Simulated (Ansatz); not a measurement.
# Geometry relaxation of C2H7Al

The run: geometry relaxation of C2H7Al. Method and program: RKS PBE0-D4/def2-TZVP (Ansatz 0.2.0).

Figures and captions count atoms from 1; the log counts them from 0 in places.

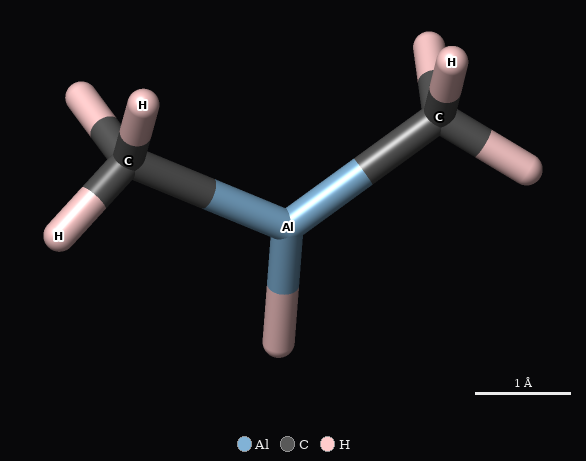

The structure as given in the input (stick view, seen at a tilt). Sticks mark near contacts.

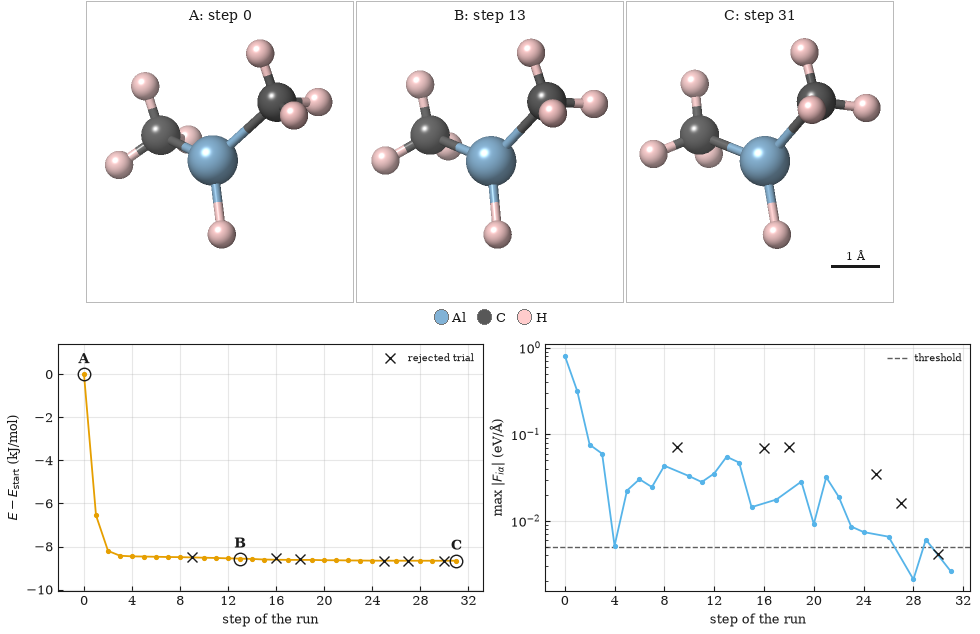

Frames of the relaxation (ball-and-stick view, seen at a tilt) above the curves, on which the letters mark them (the first geometry is step 0 here and step 1 in the log).

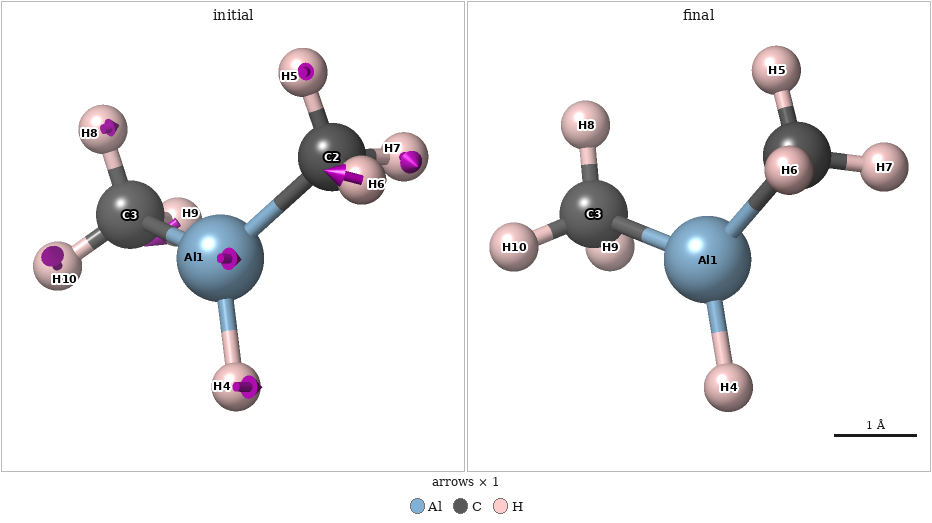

Before (left) and after (right) the relaxation, at one scale (ball-and-stick view, seen at a tilt). The pink arrows give the displacements, at true length. The largest move after the best rigid fit is that of H9, 0.52 Å. By element the largest moves are H 0.52 Å, Al 0.38 Å, C 0.04 Å. Among the contacts that change: Al1–C2 1.969 → 1.954 Å, Al1–H4 1.605 → 1.595 Å. Among the angles that change: C2–Al1–C3 119.7° → 123.0°, Al1–C3–H10 113.0° → 110.7°. The energy falls by 8.66 kJ/mol in 31 geometry steps. Largest force component: 0.81 eV/Å at the start, 0.0026 eV/Å at the end. The line search rejected the trial steps at points 9, 16, 18, 25, 27, 30 (counted from 0) and went back. (Atoms are counted from 1 in the order of the input.)

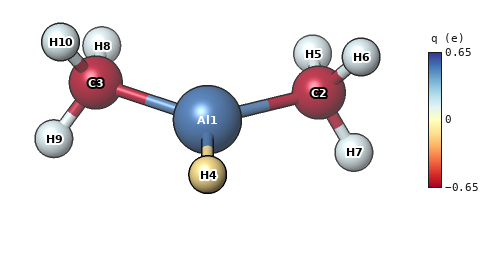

Mulliken charges, as the colour of each atom (ball-and-stick view, seen at a tilt; atoms are numbered from 1 in the order of the input). By element: Al +0.52, C −0.62 and H −0.12 to +0.14 e.

The input and output of the run follow.

### The input
```yaml
crystal:
  periodic: [false, false, false]
  atoms:
    - {symbol: Al, position_ang: [-0.429266, -0.234719, -0.325554]}
    - {symbol: C, position_ang: [-1.361421, 0.927313, 0.962293]}
    - {symbol: C, position_ang: [0.602543, -1.781513, 0.323357]}
    - {symbol: H, position_ang: [-0.975738, -0.275083, -1.834224]}
    - {symbol: H, position_ang: [-0.755639, 1.145612, 1.847673]}
    - {symbol: H, position_ang: [-1.676248, 1.881473, 0.527873]}
    - {symbol: H, position_ang: [-2.272773, 0.434201, 1.320042]}
    - {symbol: H, position_ang: [1.188656, -1.550789, 1.218690]}
    - {symbol: H, position_ang: [-0.077377, -2.597226, 0.595364]}
    - {symbol: H, position_ang: [1.285791, -2.187013, -0.429612]}
basis:
  gaussian: {orbitals: def2-TZVP}
hamiltonian: {xc: pbe0, dispersion: d4}
relax: {f_tol: 0.005, max_steps: 200}
```

Launch command:
```bash
ansatz run in.yaml --threads 4 --pin off --events-out ev --progress --plain --max-ram 9574MiB
```

### Output
```
Functional definition: PBE0
  name "PBE0"
  cite "Adamo & Barone, J. Chem. Phys. 110, 6158 (1999) doi:10.1063/1.478522"
  cite "Perdew, Burke & Ernzerhof, Phys. Rev. Lett. 77, 3865 (1996) doi:10.1103/PhysRevLett.77.3865"
  parent pbe
  parameter a = 0.25
  parameter kappa = 0.804
  parameter beta = 0.06672455060314922
  exchange = (1 - a)*pbe_x(kappa = kappa, mu = beta*pi^2/3) + a*exact_x
  correlation = pbe_c(beta = beta)
947 factors; their error is unknown
mean field evaluation 1: about -8769.0433 eV, gradient 7.0e1 eV
mean field evaluation 2: about -8764.2775 eV, gradient 7.6e1 eV
mean field evaluation 4: about -8780.1949 eV, gradient 1.2e0 eV
mean field evaluation 8: about -8780.2043 eV, gradient 2.7e-1 eV
mean field evaluation 16: about -8780.2044 eV, gradient 2.7e-5 eV
mean field -8780.20444869 eV, -322.6665620529 hartree, gradient 2.7e-5 eV, S^2 0.000000; 0 other end points of the search recorded, 0 dependent functions left out
the calculation of the forces begins
reference -8780.20448285 eV, -322.6665633082 hartree; 16, 16 occupied and 125, 125 virtual orbitals, 947 factors
relax step   1: F+E_penalty+E_count = -8780.31869291 eV  Δ(F+E_penalty+E_count) = +0.000e0 eV  max|allowed force component| = 8.104e-1 eV/Å  Δτ_max = 0.0000 Å  (25 SCF iters, accepted)
these checks for a lower state are left out or cut short: starts, cluster_reference, orbital_swaps, neighbouring_geometries, increment
947 factors; their error is unknown
mean field -8780.27285225 eV, -322.6690758374 hartree, gradient 9.6e-6 eV, S^2 0.000000; 0 other end points of the search recorded, 0 dependent functions left out
[... from here on the field's lines of each further geometry are left out, up to the last ...]
relax step   2: F+E_penalty+E_count = -8780.38659876 eV  Δ(F+E_penalty+E_count) = -6.791e-2 eV  max|allowed force component| = 3.166e-1 eV/Å  Δτ_max = 0.1912 Å  (28 SCF iters, accepted)
relax step   3: F+E_penalty+E_count = -8780.40368401 eV  Δ(F+E_penalty+E_count) = -1.709e-2 eV  max|allowed force component| = 7.590e-2 eV/Å  Δτ_max = 0.0306 Å  (29 SCF iters, accepted)
relax step   4: F+E_penalty+E_count = -8780.40602712 eV  Δ(F+E_penalty+E_count) = -2.343e-3 eV  max|allowed force component| = 5.979e-2 eV/Å  Δτ_max = 0.0376 Å  (28 SCF iters, accepted)
relax step   5: F+E_penalty+E_count = -8780.40632064 eV  Δ(F+E_penalty+E_count) = -2.935e-4 eV  max|allowed force component| = 5.162e-3 eV/Å  Δτ_max = 0.0173 Å  (28 SCF iters, accepted)
relax step   6: F+E_penalty+E_count = -8780.40641590 eV  Δ(F+E_penalty+E_count) = -9.526e-5 eV  max|allowed force component| = 2.242e-2 eV/Å  Δτ_max = 0.0157 Å  (28 SCF iters, accepted)
relax step   7: F+E_penalty+E_count = -8780.40652591 eV  Δ(F+E_penalty+E_count) = -1.100e-4 eV  max|allowed force component| = 3.032e-2 eV/Å  Δτ_max = 0.0288 Å  (27 SCF iters, accepted)
relax step   8: F+E_penalty+E_count = -8780.40663399 eV  Δ(F+E_penalty+E_count) = -1.081e-4 eV  max|allowed force component| = 2.460e-2 eV/Å  Δτ_max = 0.0273 Å  (27 SCF iters, accepted)
relax step   9: F+E_penalty+E_count = -8780.40670541 eV  Δ(F+E_penalty+E_count) = -7.142e-5 eV  max|allowed force component| = 4.338e-2 eV/Å  Δτ_max = 0.0352 Å  (27 SCF iters, accepted)
relax step  10: F+E_penalty+E_count = -8780.40654703 eV  Δ(F+E_penalty+E_count) = +1.584e-4 eV  max|allowed force component| = 7.067e-2 eV/Å  Δτ_max = 0.0496 Å  (27 SCF iters, rejected (line search))
relax step  11: F+E_penalty+E_count = -8780.40696873 eV  Δ(F+E_penalty+E_count) = -2.633e-4 eV  max|allowed force component| = 3.285e-2 eV/Å  Δτ_max = 0.0198 Å  (28 SCF iters, accepted)
relax step  12: F+E_penalty+E_count = -8780.40710973 eV  Δ(F+E_penalty+E_count) = -1.410e-4 eV  max|allowed force component| = 2.813e-2 eV/Å  Δτ_max = 0.0216 Å  (28 SCF iters, accepted)
relax step  13: F+E_penalty+E_count = -8780.40728585 eV  Δ(F+E_penalty+E_count) = -1.761e-4 eV  max|allowed force component| = 3.527e-2 eV/Å  Δτ_max = 0.0375 Å  (27 SCF iters, accepted)
relax step  14: F+E_penalty+E_count = -8780.40742110 eV  Δ(F+E_penalty+E_count) = -1.352e-4 eV  max|allowed force component| = 5.510e-2 eV/Å  Δτ_max = 0.0414 Å  (26 SCF iters, accepted)
relax step  15: F+E_penalty+E_count = -8780.40757036 eV  Δ(F+E_penalty+E_count) = -1.493e-4 eV  max|allowed force component| = 4.722e-2 eV/Å  Δτ_max = 0.0199 Å  (27 SCF iters, accepted)
relax step  16: F+E_penalty+E_count = -8780.40785760 eV  Δ(F+E_penalty+E_count) = -2.872e-4 eV  max|allowed force component| = 1.443e-2 eV/Å  Δτ_max = 0.0330 Å  (28 SCF iters, accepted)
relax step  17: F+E_penalty+E_count = -8780.40734563 eV  Δ(F+E_penalty+E_count) = +5.120e-4 eV  max|allowed force component| = 7.037e-2 eV/Å  Δτ_max = 0.0971 Å  (27 SCF iters, rejected (line search))
relax step  18: F+E_penalty+E_count = -8780.40802375 eV  Δ(F+E_penalty+E_count) = -1.661e-4 eV  max|allowed force component| = 1.766e-2 eV/Å  Δτ_max = 0.0467 Å  (27 SCF iters, accepted)
relax step  19: F+E_penalty+E_count = -8780.40782340 eV  Δ(F+E_penalty+E_count) = +2.003e-4 eV  max|allowed force component| = 7.109e-2 eV/Å  Δτ_max = 0.0731 Å  (28 SCF iters, rejected (line search))
relax step  20: F+E_penalty+E_count = -8780.40803858 eV  Δ(F+E_penalty+E_count) = -1.484e-5 eV  max|allowed force component| = 2.846e-2 eV/Å  Δτ_max = 0.0289 Å  (27 SCF iters, accepted)
relax step  21: F+E_penalty+E_count = -8780.40818407 eV  Δ(F+E_penalty+E_count) = -1.455e-4 eV  max|allowed force component| = 9.206e-3 eV/Å  Δτ_max = 0.0177 Å  (28 SCF iters, accepted)
relax step  22: F+E_penalty+E_count = -8780.40820717 eV  Δ(F+E_penalty+E_count) = -2.309e-5 eV  max|allowed force component| = 3.196e-2 eV/Å  Δτ_max = 0.0384 Å  (28 SCF iters, accepted)
relax step  23: F+E_penalty+E_count = -8780.40828573 eV  Δ(F+E_penalty+E_count) = -7.857e-5 eV  max|allowed force component| = 1.901e-2 eV/Å  Δτ_max = 0.0101 Å  (29 SCF iters, accepted)
relax step  24: F+E_penalty+E_count = -8780.40833515 eV  Δ(F+E_penalty+E_count) = -4.941e-5 eV  max|allowed force component| = 8.624e-3 eV/Å  Δτ_max = 0.0115 Å  (29 SCF iters, accepted)
relax step  25: F+E_penalty+E_count = -8780.40839170 eV  Δ(F+E_penalty+E_count) = -5.656e-5 eV  max|allowed force component| = 7.437e-3 eV/Å  Δτ_max = 0.0333 Å  (28 SCF iters, accepted)
relax step  26: F+E_penalty+E_count = -8780.40836066 eV  Δ(F+E_penalty+E_count) = +3.105e-5 eV  max|allowed force component| = 3.501e-2 eV/Å  Δτ_max = 0.0538 Å  (28 SCF iters, rejected (line search))
relax step  27: F+E_penalty+E_count = -8780.40841788 eV  Δ(F+E_penalty+E_count) = -2.617e-5 eV  max|allowed force component| = 6.582e-3 eV/Å  Δτ_max = 0.0251 Å  (28 SCF iters, accepted)
relax step  28: F+E_penalty+E_count = -8780.40841268 eV  Δ(F+E_penalty+E_count) = +5.202e-6 eV  max|allowed force component| = 1.626e-2 eV/Å  Δτ_max = 0.0259 Å  (28 SCF iters, rejected (line search))
relax step  29: F+E_penalty+E_count = -8780.40842761 eV  Δ(F+E_penalty+E_count) = -9.729e-6 eV  max|allowed force component| = 2.114e-3 eV/Å  Δτ_max = 0.0126 Å  (29 SCF iters, accepted)
relax step  30: F+E_penalty+E_count = -8780.40843213 eV  Δ(F+E_penalty+E_count) = -4.522e-6 eV  max|allowed force component| = 6.097e-3 eV/Å  Δτ_max = 0.0206 Å  (28 SCF iters, accepted)
relax step  31: F+E_penalty+E_count = -8780.40843151 eV  Δ(F+E_penalty+E_count) = +6.174e-7 eV  max|allowed force component| = 4.161e-3 eV/Å  Δτ_max = 0.0015 Å  (19 SCF iters, rejected (line search))
the calculation of the forces begins
reference -8780.29471679 eV, -322.6698793445 hartree; 16, 16 occupied and 125, 125 virtual orbitals, 947 factors
relax step  32: F+E_penalty+E_count = -8780.40843389 eV  Δ(F+E_penalty+E_count) = -1.759e-6 eV  max|allowed force component| = 2.622e-3 eV/Å  Δτ_max = 0.0007 Å  (19 SCF iters, accepted)
947 factors; their error is unknown
mean field -8780.29468259 eV, -322.6698780878 hartree, gradient 1.3e-5 eV, S^2 0.000000; 1 other end points of the search recorded, 0 dependent functions left out
the calculation of the forces begins
reference -8780.29471679 eV, -322.6698793445 hartree; 16, 16 occupied and 125, 125 virtual orbitals, 947 factors
Total energy: -8780.40846809 eV, -322.6740596276 hartree
Atom 0 at    -0.712316    -0.466095    -0.214602 Å, force    -0.000632    -0.000618     0.000693 eV/Å
Atom 1 at    -1.342640     0.958137     0.965263 Å, force    -0.000684     0.002011    -0.000876 eV/Å
Atom 2 at     0.635205    -1.775419     0.321749 Å, force     0.001582    -0.000950    -0.001626 eV/Å
Atom 3 at    -1.327177    -0.565289    -1.683121 Å, force     0.000227     0.000174    -0.000001 eV/Å
Atom 4 at    -0.857016     0.959799     1.944059 Å, force    -0.000716     0.000207    -0.000866 eV/Å
Atom 5 at    -1.181573     1.940942     0.508237 Å, force    -0.000455    -0.002622     0.001511 eV/Å
Atom 6 at    -2.423334     0.875560     1.127516 Å, force     0.002401     0.000145    -0.000231 eV/Å
Atom 7 at     0.994622    -1.636748     1.344228 Å, force    -0.000242    -0.000432    -0.001052 eV/Å
Atom 8 at     0.240364    -2.794307     0.239632 Å, force     0.000871     0.002300     0.000328 eV/Å
Atom 9 at     1.502393    -1.734322    -0.347060 Å, force    -0.002353    -0.000215     0.002120 eV/Å
Dipole moment:     0.054124     0.008795     0.129006 e Å
```

### Trajectory as extended XYZ (Å, eV, eV/Å), 10 of the 32 frames kept, from step=1 to step=32
```
10
Properties=species:S:1:pos:R:3:forces:R:3 step=1 energy=-8780.31869
Al   -0.4293   -0.2347   -0.3256   -0.8104  -0.6464   0.2393
C    -1.3614    0.9273    0.9623    0.3556   0.2449  -0.1036
C     0.6025   -1.7815    0.3234    0.3185   0.2946  -0.0908
H    -0.9757   -0.2751   -1.8342    0.2677   0.1875   0.0269
H    -0.7556    1.1456    1.8477   -0.0359   0.0076  -0.0003
H    -1.6762    1.8815    0.5279    0.0137  -0.0247   0.0183
H    -2.2728    0.4342    1.3200    0.0292  -0.1241  -0.0771
H     1.1887   -1.5508    1.2187   -0.0035  -0.0341  -0.0102
H    -0.0774   -2.5972    0.5954   -0.1214   0.0816  -0.0292
H     1.2858   -2.1870   -0.4296   -0.0134   0.0130   0.0267
10
Properties=species:S:1:pos:R:3:forces:R:3 step=4 energy=-8780.40603
Al   -0.5676   -0.3448   -0.2841   -0.0148   0.0036  -0.0598
C    -1.3701    0.9250    0.9642   -0.0033   0.0137   0.0233
C     0.5977   -1.7893    0.3242    0.0162  -0.0130   0.0170
H    -0.9255   -0.2390   -1.8362    0.0034  -0.0005   0.0149
H    -0.7386    1.1186    1.8357    0.0024  -0.0017   0.0046
H    -1.6121    1.8828    0.4954    0.0068  -0.0123  -0.0053
H    -2.3143    0.5172    1.3471   -0.0009  -0.0003  -0.0004
H     1.1679   -1.5254    1.2192    0.0008   0.0007   0.0059
H    -0.0092   -2.6650    0.5870   -0.0004  -0.0011  -0.0004
H     1.3003   -2.1178   -0.4467   -0.0101   0.0108   0.0001
10
Properties=species:S:1:pos:R:3:forces:R:3 step=8 energy=-8780.40663
Al   -0.5957   -0.3652   -0.2837   -0.0006  -0.0058   0.0220
C    -1.3635    0.9279    0.9657   -0.0057   0.0092  -0.0064
C     0.6026   -1.7846    0.3263    0.0058  -0.0079  -0.0097
H    -0.9959   -0.2923   -1.8257   -0.0016  -0.0012  -0.0007
H    -0.7422    1.0750    1.8539   -0.0156   0.0018  -0.0121
H    -1.5369    1.9028    0.4996    0.0025  -0.0225   0.0169
H    -2.3411    0.5727    1.3171    0.0241   0.0093  -0.0102
H     1.1290   -1.5242    1.2492   -0.0067  -0.0112  -0.0166
H     0.0267   -2.6959    0.5347    0.0153   0.0246  -0.0073
H     1.3453   -2.0540   -0.4312   -0.0176   0.0036   0.0241
10
Properties=species:S:1:pos:R:3:forces:R:3 step=11 energy=-8780.40697
Al   -0.6051   -0.3742   -0.2746   -0.0045  -0.0040   0.0030
C    -1.3601    0.9342    0.9658   -0.0163   0.0140   0.0120
C     0.6092   -1.7834    0.3254    0.0109  -0.0251   0.0037
H    -1.0364   -0.3256   -1.8096    0.0013   0.0001   0.0033
H    -0.7550    1.0643    1.8678   -0.0147   0.0000  -0.0179
H    -1.5004    1.9148    0.4998    0.0045  -0.0301   0.0142
H    -2.3546    0.6032    1.2941    0.0322   0.0125  -0.0128
H     1.1164   -1.5385    1.2632   -0.0094  -0.0084  -0.0217
H     0.0454   -2.7098    0.4996    0.0211   0.0328  -0.0088
H     1.3691   -2.0228   -0.4256   -0.0250   0.0082   0.0249
10
Properties=species:S:1:pos:R:3:forces:R:3 step=15 energy=-8780.40757
Al   -0.6314   -0.3982   -0.2538   -0.0102  -0.0033  -0.0156
C    -1.3535    0.9450    0.9672   -0.0405   0.0105   0.0133
C     0.6209   -1.7812    0.3251   -0.0001  -0.0472   0.0003
H    -1.1246   -0.3985   -1.7718    0.0062   0.0015   0.0128
H    -0.7846    1.0385    1.8960   -0.0028   0.0005  -0.0118
H    -1.4119    1.9326    0.4979    0.0050  -0.0186   0.0113
H    -2.3825    0.6786    1.2438    0.0382   0.0114  -0.0108
H     1.0854   -1.5704    1.2920   -0.0036   0.0002  -0.0140
H     0.0951   -2.7409    0.4204    0.0228   0.0388  -0.0047
H     1.4157   -1.9433   -0.4107   -0.0151   0.0063   0.0193
10
Properties=species:S:1:pos:R:3:forces:R:3 step=18 energy=-8780.40802
Al   -0.6588   -0.4204   -0.2440    0.0097   0.0068   0.0024
C    -1.3505    0.9483    0.9672   -0.0177   0.0069  -0.0073
C     0.6246   -1.7797    0.3249   -0.0012  -0.0158  -0.0136
H    -1.1843   -0.4466   -1.7501   -0.0017  -0.0025   0.0046
H    -0.8010    1.0103    1.9098   -0.0007  -0.0001  -0.0012
H    -1.3419    1.9390    0.5003   -0.0006  -0.0165   0.0083
H    -2.3989    0.7378    1.2127    0.0154   0.0069  -0.0033
H     1.0555   -1.5841    1.3099   -0.0005  -0.0001  -0.0008
H     0.1383   -2.7622    0.3685    0.0107   0.0133  -0.0014
H     1.4455   -1.8803   -0.3933   -0.0136   0.0011   0.0122
10
Properties=species:S:1:pos:R:3:forces:R:3 step=22 energy=-8780.40821
Al   -0.6802   -0.4388   -0.2315   -0.0049  -0.0024  -0.0054
C    -1.3477    0.9536    0.9668   -0.0080   0.0160  -0.0055
C     0.6300   -1.7788    0.3235    0.0118  -0.0100  -0.0125
H    -1.2459   -0.4977   -1.7225    0.0030   0.0006   0.0072
H    -0.8229    0.9874    1.9251   -0.0116   0.0049  -0.0102
H    -1.2748    1.9443    0.5033   -0.0007  -0.0320   0.0162
H    -2.4129    0.7965    1.1772    0.0271   0.0038  -0.0034
H     1.0290   -1.6045    1.3262   -0.0013  -0.0089  -0.0139
H     0.1807   -2.7796    0.3135    0.0120   0.0256   0.0022
H     1.4734   -1.8201   -0.3757   -0.0274   0.0025   0.0253
10
Properties=species:S:1:pos:R:3:forces:R:3 step=25 energy=-8780.40839
Al   -0.6957   -0.4521   -0.2228   -0.0010   0.0001  -0.0034
C    -1.3449    0.9559    0.9662   -0.0055   0.0054  -0.0022
C     0.6327   -1.7770    0.3229    0.0023  -0.0051  -0.0051
H    -1.2855   -0.5306   -1.7032    0.0016   0.0001   0.0045
H    -0.8399    0.9748    1.9350   -0.0001   0.0007  -0.0012
H    -1.2296    1.9431    0.5050    0.0001  -0.0074   0.0039
H    -2.4184    0.8346    1.1528    0.0055   0.0008  -0.0011
H     1.0129   -1.6211    1.3353    0.0006   0.0001  -0.0009
H     0.2093   -2.7870    0.2772    0.0021   0.0046   0.0001
H     1.4878   -1.7784   -0.3624   -0.0056   0.0008   0.0056
10
Properties=species:S:1:pos:R:3:forces:R:3 step=29 energy=-8780.40843
Al   -0.7066   -0.4614   -0.2169    0.0008   0.0009  -0.0014
C    -1.3435    0.9575    0.9656   -0.0014   0.0017   0.0009
C     0.6344   -1.7761    0.3221    0.0015  -0.0021   0.0000
H    -1.3124   -0.5532   -1.6897   -0.0004  -0.0003   0.0001
H    -0.8514    0.9656    1.9411   -0.0005   0.0000  -0.0012
H    -1.1983    1.9418    0.5067    0.0001  -0.0021   0.0009
H    -2.4219    0.8615    1.1361    0.0014   0.0003   0.0000
H     1.0013   -1.6319    1.3412   -0.0004  -0.0002  -0.0013
H     0.2296   -2.7921    0.2523    0.0008   0.0014   0.0003
H     1.4974   -1.7495   -0.3527   -0.0019   0.0004   0.0016
10
Properties=species:S:1:pos:R:3:forces:R:3 step=32 energy=-8780.40843
Al   -0.7123   -0.4661   -0.2146   -0.0006  -0.0006   0.0007
C    -1.3426    0.9581    0.9653   -0.0007   0.0020  -0.0009
C     0.6352   -1.7754    0.3217    0.0016  -0.0009  -0.0016
H    -1.3272   -0.5653   -1.6831    0.0002   0.0002   0.0000
H    -0.8570    0.9598    1.9441   -0.0007   0.0002  -0.0009
H    -1.1816    1.9409    0.5082   -0.0005  -0.0026   0.0015
H    -2.4233    0.8756    1.1275    0.0024   0.0001  -0.0002
H     0.9946   -1.6367    1.3442   -0.0002  -0.0004  -0.0011
H     0.2404   -2.7943    0.2396    0.0009   0.0023   0.0003
H     1.5024   -1.7343   -0.3471   -0.0024  -0.0002   0.0021
```

### Summary

| quantity | value |
| --- | --- |
| outcome | converged |
| total energy | −8780.4085 eV |
| mean-field energy | −8780.2947 eV |
| dispersion energy | −0.1138 eV |
| SCF solution under orbital rotations | stable |
| largest force (length of the vector) at the end | 0.003 eV/Å |
| dipole moment | 0.67 D |
| hardware | 4 threads of Arm Neoverse V2, 23 GiB of memory available, shared host |
| wall time | 35 s (CPU time 2.1 min) |
| peak memory | 0.6 GiB |
